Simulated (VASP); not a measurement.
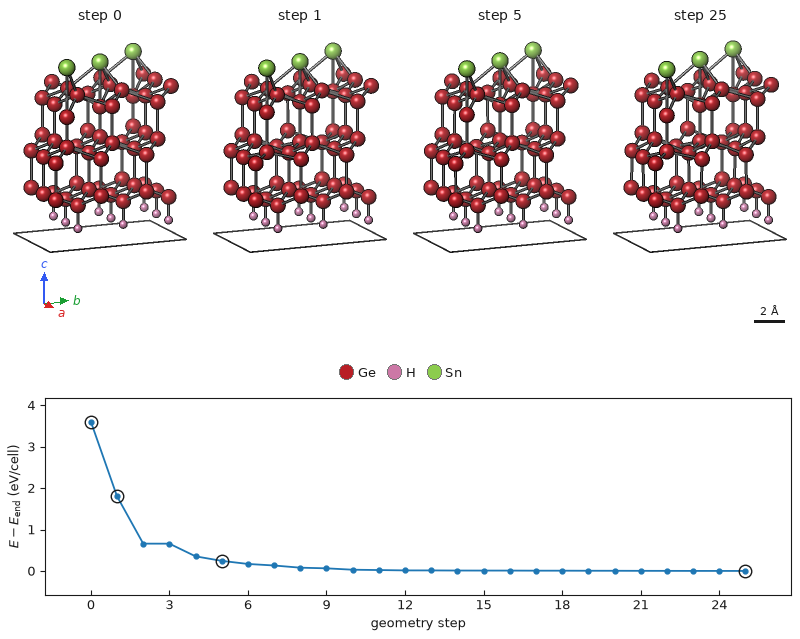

Frames of a relaxation of a slab of composition SnGe18H3, marked on the history of the run. The picture is a ball-and-stick view of the cell of the calculation, outlined in the plane, without the vacuum (origin shifted), seen slightly off an axis.

The run lets the atoms move in a fixed cell. 27 atoms are held fixed.

Theory: Kohn-Sham DFT of a periodic cell, PBE, VASP PAW PBE potentials, minimal (VASP).

Input
```
PREC = Accurate
ENCUT = 300
EDIFF = 1E-6
ISMEAR = 0
SIGMA = 0.03
LREAL = F
LASPH = T
NELM = 80
ALGO = Normal
ISIF = 2
LWAVE = F
LCHARG = F
GGA = PE
IBRION = 2
NSW = 60
EDIFFG = -0.01
KPAR = 2
```

Run as
```bash
cat potpaw_PBE.64/Ge/POTCAR potpaw_PBE.64/H/POTCAR potpaw_PBE.64/Sn/POTCAR > POTCAR
mpirun -np 8 vasp_std > vasp.out
```

### What happens along the run?

The largest moves, 0.29 Å, are those of Ge atoms. By element the largest moves are Ge 0.29 Å, Sn 0.17 Å. H stays in place. The lattice vectors keep their values. Near-neighbour distances that change, for instance: Ge–Ge 2.045 → 2.439 Å, Ge–Sn 3.342 → 3.106 Å, Ge–Sn 3.008 → 2.859 Å, Ge–Ge 2.495 → 2.563 Å. Among the angles between lasting bonds that change: Ge–Ge–Ge 109.5° → 101.2°, Ge–Ge–Ge 109.5° → 101.6°, Ge–Ge–Ge 109.5° → 102.7°. Over 25 geometry steps the energy falls by 3.603 eV per cell of the calculation. The largest force component goes from 6.9 to 0.37 eV/Å. From step 0 to 1: Ge atoms move most (0.33 Å), energy −1.802 eV per cell of the calculation. From step 1 to 5: Ge atoms move most (0.19 Å), energy −1.558 eV per cell of the calculation. From step 5 to 25: Ge atoms move most (0.12 Å), energy −0.243 eV per cell of the calculation.

```csv
step,"E − E(0), meV/atom","largest force component, eV/Å"
0,0.00,6.9041
1,-27.31,3.4809
2,-44.60,0.7604
3,-44.62,0.7653
4,-49.25,0.5379
5,-50.90,0.4045
6,-52.03,0.4213
7,-52.60,0.4438
8,-53.40,0.3747
9,-53.63,0.3766
10,-54.14,0.3768
11,-54.26,0.3772
12,-54.39,0.3789
13,-54.40,0.3785
14,-54.44,0.3762
15,-54.45,0.3726
16,-54.46,0.3736
17,-54.49,0.3702
18,-54.49,0.3682
19,-54.52,0.3678
20,-54.52,0.3677
21,-54.55,0.3679
22,-54.56,0.3681
23,-54.58,0.3695
24,-54.58,0.3702
25,-54.59,0.3710
```
